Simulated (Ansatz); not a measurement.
| atom | x (Å) | y (Å) | z (Å) |
| --- | --- | --- | --- |
| B | -0.1018 | -0.1517 | -0.7475 |
| H | 0.1341 | -0.3438 | 2.4505 |
| H | 0.9271 | 0.1592 | -1.3172 |
| H | -0.8333 | 0.7004 | -0.2772 |
| O | -0.4352 | -1.4402 | -0.6413 |
| Al | -0.8748 | -3.0779 | -0.4425 |
| H | -0.3487 | -3.8051 | 0.8573 |
| H | -1.7578 | -3.7239 | -1.5802 |
| H | 0.4518 | -0.9878 | 2.7009 |

The calculation used RKS PBE0-D4/def2-SVP in Ansatz 0.2.0.

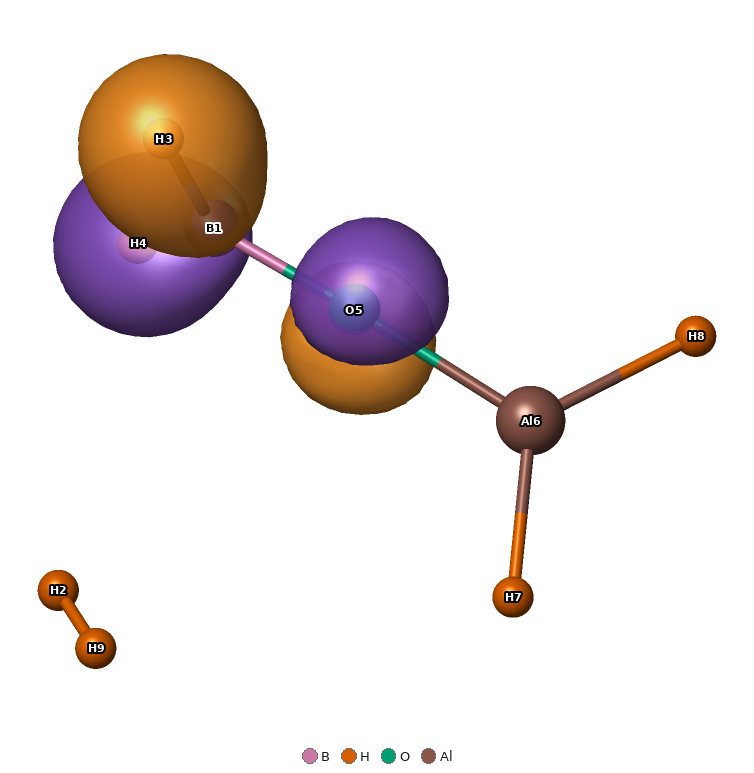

AlBH₄O···H₂. The HOMO at ±0.2 Å⁻³ᐟ² (orange and purple are the two phases), seen at a tilt.

Q: What is the character of this orbital?

A: By Hirshfeld shares it lies mainly on O5 (about 30 %), B1 (about 25 %), H3 (about 20 %) and H4 (about 20 %). Its energy is −7.88 eV.
